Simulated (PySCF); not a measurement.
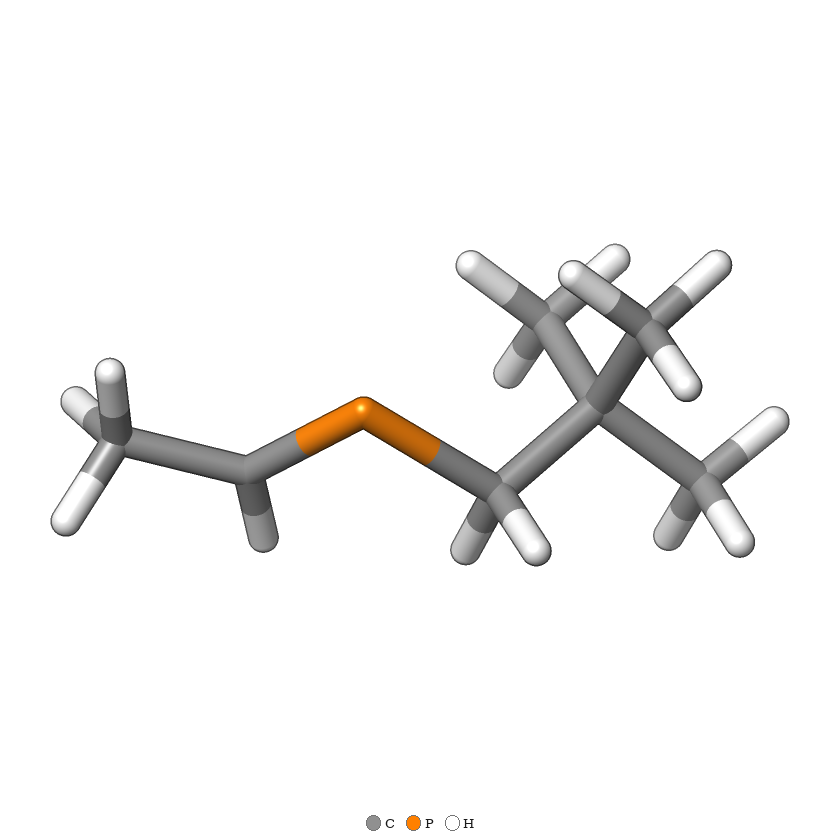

The computed structure is the end point of a GFN2-xTB optimisation. No frequency run is at hand to confirm it as a minimum. Level of theory: PBE0/pcSseg-1, gas phase (PySCF 2.14.0).

Computed properties:

The species is C₇H₁₅P (`C/C=P/CC(C)(C)C`).
- dipole moment: 1.21 D
- HOMO energy (Kohn–Sham orbital): −6.87 eV
- LUMO energy (Kohn–Sham orbital): −1.18 eV
- HOMO–LUMO gap: 5.69 eV

The geometry is semi-empirical. Around P such bond lengths and angles can be off by a tenth of an ångström or more and by several degrees, and values that hang on the shape move with them.
